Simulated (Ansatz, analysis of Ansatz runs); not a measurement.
# How often does Cl try the jump in Cs3Li2Cl5 (Imm2)?

Aim: the prefactor of a hop in Cs3Li2Cl5 (Imm2) (V_Cl hop (3.8 Å), charge +1) from the modes of the moving atom at the start and at the top of a path found beforehand. Model: a cell of 60 host atoms with 1 Cl taken out.

Method: plane-wave PAW DFT, PBEsol; finite-difference force constants of the moving atom alone, in Ansatz 0.2.0.

## 1. Set-up

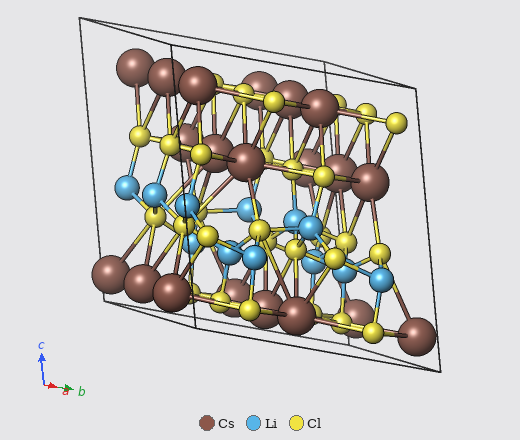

The starting structure, seen from a free direction (caesium brown, lithium blue, chlorine yellow). Some periodic images of atoms are drawn too.

The cell holds 59 atoms: 18 Cs, 12 Li and 29 Cl. Its edges and angles: a = 12.405 Å, b = 11.479 Å, c = 12.396 Å, α = 103.4°, β = 99.6°, γ = 90.0°. It derives from Cs3Li2Cl5 (space group Imm2). Nearest the centre at fractional (0.689, 0.796, 0.642): Cl58 at 1.84 Å, Li55 at 2.05 Å, Cs51 at 2.99 Å, Cs31 at 3.00 Å, Cl57 at 3.15 Å, Cl38 at 3.16 Å, Li54 at 3.98 Å, Li34 at 3.99 Å. The cell carries charge +1.

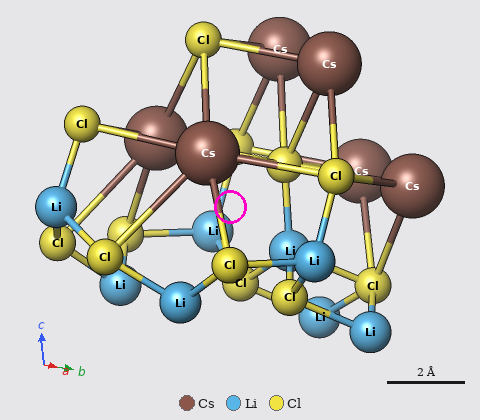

The atoms within 5 Å of the centre. A ring marks the centre wherever it is empty.

The cell's shortest repeat is 11.5 Å.

## 2. Vibrations of the moving atom at the start point

Harmonic transition-state theory takes the prefactor from the modes at the minimum and at the top. Only the moving atom is displaced, by 0.02 Å, which takes six displaced runs and a reference; the host's atoms are held.

Input file qp1.start.modes/input.yaml:

```yaml
crystal:
  lattice:
    - [-7.26279126, 0.0, 10.05668361]
    - [-9.30599473, 0.0, -6.72048182]
    - [3.53696389, -11.88058461, 0.00400652]
  atoms:
    - { symbol: Cs, position: [0.20639854, 0.17954395, 0.75062487] }
    - { symbol: Cs, position: [0.29000663, 0.29729506, 0.24486696] }
    - { symbol: Cs, position: [0.24720955, 0.49010059, -0.00037884] }
    - { symbol: Li, position: [0.15354144, 0.09774221, 0.43265757] }
    - { symbol: Li, position: [0.00545081, 0.37406098, 0.56883264] }
    - { symbol: Cl, position: [-0.00756676, 0.1601619, 0.51928853] }
    - { symbol: Cl, position: [0.12072546, 0.05582771, 0.23709604] }
    - { symbol: Cl, position: [0.16096892, 0.38940095, 0.47778953] }
    - { symbol: Cl, position: [0.04114359, 0.4362046, 0.76277623] }
    - { symbol: Cl, position: [0.08239344, 0.24351317, 0.00211085] }
    - { symbol: Cs, position: [0.20823464, 0.6817373, 0.76189804] }
    - { symbol: Cs, position: [0.28458877, 0.80399759, 0.24075575] }
    - { symbol: Cs, position: [0.24790043, 0.99425059, -0.00204824] }
    - { symbol: Li, position: [0.15335013, 0.57877165, 0.43138766] }
    - { symbol: Li, position: [0.01249329, 0.87515378, 0.56871343] }
    - { symbol: Cl, position: [0.01339418, 0.66188895, 0.52730007] }
    - { symbol: Cl, position: [0.121327, 0.55189623, 0.23889234] }
    - { symbol: Cl, position: [0.1614054, 0.9089834, 0.47995829] }
    - { symbol: Cl, position: [0.04016803, 0.93786535, 0.76236382] }
    - { symbol: Cl, position: [0.07994315, 0.74376967, -0.00035922] }
    - { symbol: Cs, position: [0.53836898, 0.18628348, 0.7639403] }
    - { symbol: Cs, position: [0.62214052, 0.30327134, 0.24561807] }
    - { symbol: Cs, position: [0.58113432, 0.49297032, -0.00127774] }
    - { symbol: Li, position: [0.4851228, 0.07072841, 0.42939653] }
    - { symbol: Li, position: [0.34688931, 0.37410183, 0.56865864] }
    - { symbol: Cl, position: [0.34352559, 0.16018512, 0.51883376] }
    - { symbol: Cl, position: [0.45648518, 0.05183433, 0.23824216] }
    - { symbol: Cl, position: [0.50597976, 0.42231889, 0.48939164] }
    - { symbol: Cl, position: [0.37562996, 0.43598193, 0.76253757] }
    - { symbol: Cl, position: [0.41519166, 0.24430471, 0.00261464] }
    - { symbol: Cs, position: [0.53792688, 0.68141235, 0.75571271] }
    - { symbol: Cs, position: [0.62044319, 0.80215711, 0.23246826] }
    - { symbol: Cs, position: [0.58160436, 0.99388065, -0.00197995] }
    - { symbol: Li, position: [0.45374205, 0.59009603, 0.42076956] }
    - { symbol: Li, position: [0.33987399, 0.87506594, 0.56828113] }
    - { symbol: Cl, position: [0.32527949, 0.66181797, 0.52736175] }
    - { symbol: Cl, position: [0.45419214, 0.55594138, 0.23550112] }
    - { symbol: Cl, position: [0.49872722, 0.87522621, 0.47317696] }
    - { symbol: Cl, position: [0.37669716, 0.93825524, 0.76192891] }
    - { symbol: Cl, position: [0.41502731, 0.74337558, -0.00231425] }
    - { symbol: Cs, position: [0.87915774, 0.18668814, 0.76501048] }
    - { symbol: Cs, position: [0.95449019, 0.29735098, 0.24463726] }
    - { symbol: Cs, position: [0.91603732, 0.49391722, 0.00193332] }
    - { symbol: Li, position: [0.82100652, 0.07096961, 0.42985761] }
    - { symbol: Li, position: [0.67699429, 0.36337135, 0.5729206] }
    - { symbol: Cl, position: [0.66907179, 0.14382805, 0.52591769] }
    - { symbol: Cl, position: [0.78602915, 0.05184043, 0.23862237] }
    - { symbol: Cl, position: [0.82009317, 0.42221209, 0.48923815] }
    - { symbol: Cl, position: [0.70896581, 0.4353385, 0.76396174] }
    - { symbol: Cl, position: [0.74815619, 0.2439218, 0.00292081] }
    - { symbol: Cs, position: [0.87690746, 0.68088332, 0.75611014] }
    - { symbol: Cs, position: [0.95876267, 0.80471724, 0.24214212] }
    - { symbol: Cs, position: [0.91399868, 0.99239591, -0.00124222] }
    - { symbol: Li, position: [0.8493479, 0.59019161, 0.42098678] }
    - { symbol: Li, position: [0.67625134, 0.94023796, 0.56909348] }
    - { symbol: Cl, position: [0.78699475, 0.55634513, 0.23571841] }
    - { symbol: Cl, position: [0.82195369, 0.87538317, 0.47349564] }
    - { symbol: Cl, position: [0.70717478, 0.93424021, 0.75460964] }
    - { symbol: Cl, position: [0.7480394, 0.74332747, -0.00509789] }
  symmetry: { detect: false }
total_charge: 1
basis:
  ecutwfc: 420
  xc_grid: 2
hamiltonian:
  xc: pbesol
kpoints:
  mp_grid: { grid: [1, 1, 1], shift: [0.25, 0.25, 0.25] }
scf:
  occupations: { method: fixed }
  max_iter: 100
phonons:
  supercell: [1, 1, 1]
  displaced_sites: [57]
  amplitude: 0.02
```

Run with:

```sh
> ansatz run input.yaml --threads 32 --pin off --max-ram 84787MiB --backend cuda --events-out ev --progress --plain --runs-dir out --max-vram 78GiB
```

Numbers of over 12 decimals in the logs are rounded to 6 here.

Log:

```text
Engine: ansatz 0.2.0, aarch64-unknown-linux-gnu
[...]
Pseudopotential: Cs, paw, valence charge 9, recommended cutoff 420 eV (normal), Cs.paw.azcp
Pseudopotential: Li, paw, valence charge 3, recommended cutoff 420 eV (normal), Li.paw.azcp
Pseudopotential: Cl, paw, valence charge 7, recommended cutoff 420 eV (normal), Cl.paw.azcp
Functional definition: PBEsol
[...]
Crystal: 59 atoms, lattice volume = 1691.758 Å³
Basis set: ecut = 420 eV, 33071 PW (Γ), exchange–correlation on 180×160×180 points (8 copies of the dense FFT grid, shifted against one another)
Bands: 259, of which v1, the nominal top of the filled ones, is band 200 counted from 1 (199 counted from 0)
[...]
k-points: 1
[...]
Functional: x = pbesol(κ = 0.804, μ = 0.123457), c = pbesol(β = 0.046)
SCF iter   1: F=—  HF=-133861.050873 eV  |F-HF|=—  |Δ(HF+E_count)|=         —  Δρ=2.40e-3  dr2=1.62e-1  ethr=1.77e-3  ⟨swp⟩=7.0  Hψ=837  notcnv=0  defer=56
[...]
SCF iter   2: F=—  HF=-133861.008585 eV  |F-HF|=—  |Δ(HF+E_count)|=   4.23e-2  Δρ=9.93e-4  dr2=2.51e-2  ethr=4.05e-5  ⟨swp⟩=3.0  Hψ=472  notcnv=0  defer=57
[...]
SCF 1 converged in 9 iterations: F = -133861.007569 eV  dr2 = 6.88e-10
[...]
SCF iter   7: F=-133861.007281 eV  HF=-133861.007281 eV  |F-HF|=1.16e-10  |Δ(HF+E_count)|=   1.11e-9  Δρ=4.16e-8  dr2=5.47e-11  ethr=1.00e-12  ⟨swp⟩=4.0  Hψ=849  notcnv=0
[...]
SCF iter   5: F=-133861.007329 eV  HF=-133861.007329 eV  |F-HF|=5.82e-11  |Δ(HF+E_count)|=    0.00e0  Δρ=5.00e-8  dr2=4.38e-11  ethr=1.00e-12  ⟨swp⟩=4.0  Hψ=848  notcnv=0
[...]
SCF 7 converged in 5 iterations: F = -133861.007329 eV  dr2 = 4.08e-11
SCF converged after 9 iterations
[...]
--- Band table (eV) ---
[...]
--- Phonons: 6 displaced members + reference (amplitude 0.02 Å, Σ member SCF iterations 36) ---
  symmetry images taken by strict's conditions (phonons.symmetry_images: auto; settled by no image being taken that strict refuses)
  force constants formed among 1 of 59 sites (Cl 57); the other 58 at rest. The modes move the named sites alone.
  the frequencies, the zero-point energy and the sums are of the block with the acoustic sum rule laid on its rows. Row sums over every site: 1.2e-4 eV/Å² at the most
  transpose residual: 5.4e-4 eV/Å²
  largest component of a force at the reference: 1.2e-3 eV/Å on a named site, 5.3e-3 eV/Å on a site at rest
  frequencies among the named sites at Γ of the cell (cm⁻¹): 93.78 99.27 166.01
  unstable modes among the named sites: 0
  frequencies as built, with no sum rule (cm⁻¹): 93.77 99.26 166.01
  zero-point energy: 0.022258 eV/cell   skipped modes (ω ≤ 0): 0
  not written: the harmonic force-constant file, the file of eigenvectors (these modes' are written with the force constants), the density of states and the dispersion, which are of every site
[...]
```

Wall time 3.5 s (1 × NVIDIA GB200 with 32 threads of Arm Neoverse V2, shared host); peak memory 2.1 GiB; 15 s of CPU time.

The column dr2 measures how far the density is from self-consistency, as an energy; F and HF (Harris–Foulkes) agree once it is small.

This step gave:

```
free energy                : -133861.0076 eV
frequencies of moving atom : 93.78, 99.27, 166.0 cm⁻¹ (negative: imaginary)
```

The three modes are 94, 99 and 166 cm⁻¹: all real, a minimum for this atom with the others held.

## 3. Vibrations of the moving atom at the top of the path

The same at the top, where the mode along the path should be imaginary.

Input file qp1.top.modes/input.yaml:

```yaml
crystal:
  lattice:
    - [-7.26279126, 0.0, 10.05668361]
    - [-9.30599473, 0.0, -6.72048182]
    - [3.53696389, -11.88058461, 0.00400652]
  atoms:
    - { symbol: Cs, position: [0.20577481, 0.17330038, 0.74790121] }
    - { symbol: Cs, position: [0.29117239, 0.30342545, 0.24922962] }
[... 12 atom lines left out ...]
    - { symbol: Li, position: [0.00927237, 0.87282213, 0.56697861] }
[... 3 atom lines left out ...]
    - { symbol: Cl, position: [0.03449299, 0.93677631, 0.76188724] }
[... 11 atom lines left out ...]
    - { symbol: Cs, position: [0.5302077, 0.66289762, 0.76297742] }
[... 2 atom lines left out ...]
    - { symbol: Li, position: [0.47399426, 0.60296704, 0.43510106] }
    - { symbol: Li, position: [0.34209788, 0.87248731, 0.56660944] }
[... 2 atom lines left out ...]
    - { symbol: Cl, position: [0.48485984, 0.88716718, 0.4580448] }
    - { symbol: Cl, position: [0.38141147, 0.93723772, 0.761543] }
[... 11 atom lines left out ...]
    - { symbol: Cs, position: [0.88614334, 0.6630842, 0.76223397] }
[... 2 atom lines left out ...]
    - { symbol: Li, position: [0.8349699, 0.60090883, 0.43301007] }
    - { symbol: Li, position: [0.6707522, 0.92201524, 0.53671271] }
[... 1 atom line left out ...]
    - { symbol: Cl, position: [0.83040704, 0.88702932, 0.45781117] }
    - { symbol: Cl, position: [0.68677385, 0.78539743, 0.63895287] }
    - { symbol: Cl, position: [0.74821409, 0.74444473, -0.00525298] }
  symmetry: { detect: false }
total_charge: 1
basis:
  ecutwfc: 420
  xc_grid: 2
hamiltonian:
  xc: pbesol
kpoints:
  mp_grid: { grid: [1, 1, 1], shift: [0.25, 0.25, 0.25] }
scf:
  occupations: { method: fixed }
  max_iter: 100
phonons:
  supercell: [1, 1, 1]
  displaced_sites: [57]
  amplitude: 0.02
```

Log:

```text
[...]
Crystal: 59 atoms, lattice volume = 1691.758 Å³
Basis set: ecut = 420 eV, 33071 PW (Γ), exchange–correlation on 180×160×180 points (8 copies of the dense FFT grid, shifted against one another)
Bands: 259, of which v1, the nominal top of the filled ones, is band 200 counted from 1 (199 counted from 0)
[...]
k-points: 1
[...]
SCF iter   1: F=—  HF=-133860.463817 eV  |F-HF|=—  |Δ(HF+E_count)|=         —  Δρ=2.36e-3  dr2=1.57e-1  ethr=1.77e-3  ⟨swp⟩=7.0  Hψ=837  notcnv=0  defer=56
[...]
SCF iter   2: F=—  HF=-133860.422538 eV  |F-HF|=—  |Δ(HF+E_count)|=   4.13e-2  Δρ=9.89e-4  dr2=2.52e-2  ethr=3.92e-5  ⟨swp⟩=5.0  Hψ=474  notcnv=0  defer=57
[...]
SCF 1 converged in 9 iterations: F = -133860.419716 eV  dr2 = 6.34e-10
[...]
SCF iter   7: F=-133860.418871 eV  HF=-133860.418871 eV  |F-HF|=1.75e-10  |Δ(HF+E_count)|=   2.30e-9  Δρ=5.38e-8  dr2=9.59e-11  ethr=1.00e-12  ⟨swp⟩=5.0  Hψ=848  notcnv=0
[...]
SCF iter   5: F=-133860.419359 eV  HF=-133860.419359 eV  |F-HF|=5.82e-11  |Δ(HF+E_count)|=  4.07e-10  Δρ=5.19e-8  dr2=6.38e-11  ethr=1.00e-12  ⟨swp⟩=4.0  Hψ=835  notcnv=0
[...]
SCF 7 converged in 5 iterations: F = -133860.419235 eV  dr2 = 5.42e-11
SCF converged after 9 iterations
[...]
--- Band table (eV) ---
[...]
transpose residual: 4.7e-4 eV/Å²
[...]
frequencies among the named sites at Γ of the cell (cm⁻¹): -55.53 125.88 212.16
  unstable modes among the named sites: 1
  frequencies as built, with no sum rule (cm⁻¹): -55.52 125.88 212.16
  zero-point energy: 0.020956 eV/cell   skipped modes (ω ≤ 0): 1, of them read as no rigid motion or as one in doubt: 1 (1.000e0 modes/cell left out, lowest -55.53 cm⁻¹)
[...]
```

Run time: 3.9 s. Hardware: 1 × NVIDIA GB200 with 32 threads; peak memory 2.1 GiB.

Numbers from this step:

* free energy: -133860.4197 eV
* frequencies of moving atom: -55.53, 125.9, 212.2 cm⁻¹ (negative: imaginary)

The three modes are 56i, 126 and 212 cm⁻¹: one imaginary, a saddle of first order for this atom with the others held.

## 4. Attempt frequency and hop rate

Analysis of the runs above: harmonic transition-state theory from the moving atom's modes alone (Vineyard), PBEsol.

It gives:

```yaml
attempt_frequency: 1.735 THz
```

Hop rate against temperature:

```
temperature (K)  hop rate (1/s)
            200         0.00267
            300             231
            400           68015
            600           2.0e7
            800           3.4e8
           1000           1.9e9
```

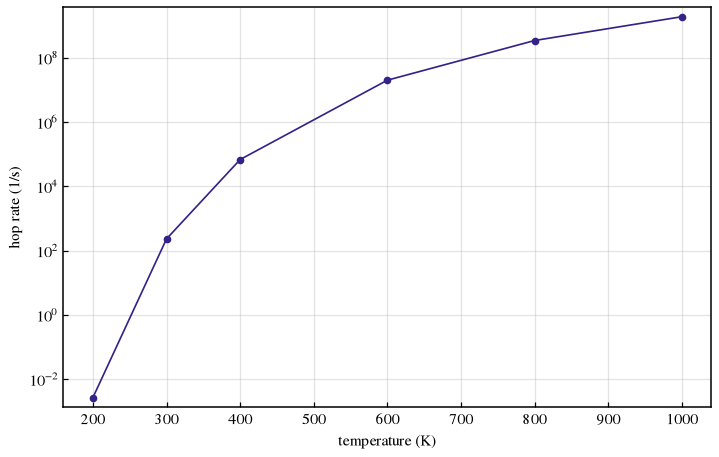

Hop rate against temperature.

## 5. What came out

```json
{
  "attempt frequency (attempt frequency and hop rate)": "1.73 THz"
}
```

What this shows: The attempt frequency, the product of the three frequencies at the start over that of the two real ones at the top (Vineyard), is 1.7 THz. With the barrier of 0.59 eV it gives 2.0e+07 hops a second at 600 K along this one path; equivalent neighbouring sites multiply that. The host's atoms were held, though they move along the path too, so the prefactor is rough. Keep in mind: one k-point off the zone centre stands for the whole zone; spin–orbit coupling, which can matter with heavy atoms, is left out.

[Logs are printed without paths, hosts, clocks, repeated set-up lines and the standing remarks that a program may print on its own settings, such as how far it seeks lower states.]

[Hosts, paths, dates, database ids (printed as entryN), source tags and the programs' standing remarks are cut or masked in the printed files.]
